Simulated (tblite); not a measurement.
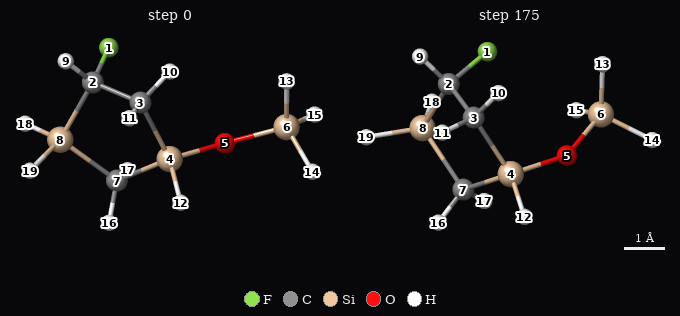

The structure of C3H11FOSi3 before (left) and after (right) a relaxation, at one scale.

The picture is a ball-and-stick view, seen from a free direction.

All numbers below come from GFN2-xTB geometry optimisation, gas phase in tblite 0.8.0. 

### Describe what moved and what it gained.

The largest move after the best rigid fit is that of H15, 2.07 Å. Largest moves by element: H 2.07 Å, F 1.09 Å, Si 0.86 Å, O 0.85 Å, C 0.58 Å. Near-neighbour distances that change, for instance: F1–C2 1.355 → 1.400 Å, C2–Si8 1.886 → 1.929 Å, Si4–O5 1.649 → 1.619 Å, Si4–H12 1.488 → 1.460 Å. Bond angles that change, for instance: C7–Si4–H12 108.9° → 117.3°, Si4–O5–Si6 140.8° → 149.1°, C3–Si4–H12 106.9° → 114.6°. Groups turn about O5–Si6 by about 125°, Si4–O5 by about 120°, Si4–C7 by about 35°. The energy falls by 7.82 kcal/mol in 175 geometry steps.
